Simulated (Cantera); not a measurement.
A closed system holds: 1 mol BCl₃, a varied amount of H₂, equilibrated at 1150 °C and 11000 Pa.

Method: chemical equilibrium by Gibbs-energy minimisation in Cantera with the NASA 1993 tables (ideal gas, pure condensed phases). Candidate condensed phases: B; 13 gas species. The tables' values for BCl₂, BCl are old estimates; treat these amounts as uncertain. Gases not in the tables: BHCl₂. The numbers say what is thermodynamically allowed, not how fast it happens.

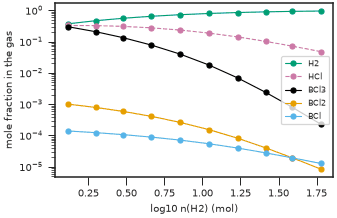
Figure. Equilibrium gas composition (values under 1e-9 drawn at 1e-9)

From 1.3 mol H₂ to 60 mol H₂ the condensed part is B(s). The main B-bearing gas is BCl₃ throughout. The share of B in condensed phases is highest at 60 mol H₂ (98.4 %) and lowest at 1.3 mol H₂ (26.5 %).
